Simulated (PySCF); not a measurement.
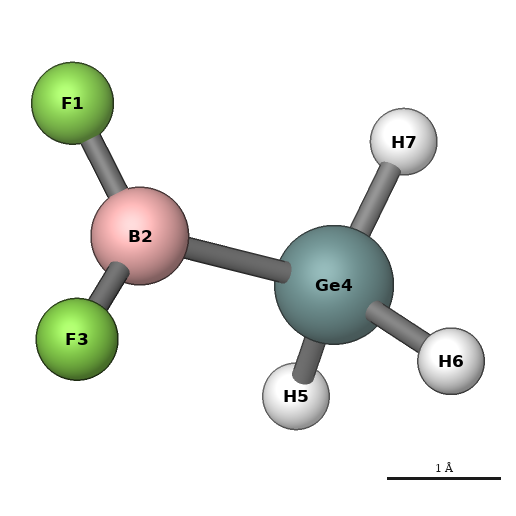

Computed geometry: PBE0-D3(BJ)/def2-SVP optimisation. No frequency run is at hand to confirm it as a minimum.

List the bonds and their lengths.

| bond | length (Å) |
| --- | --- |
| F1–B2 | 1.318 |
| B2–F3 | 1.318 |
| B2–Ge4 | 2.075 |
| Ge4–H5 | 1.540 |
| Ge4–H6 | 1.539 |
| Ge4–H7 | 1.537 |
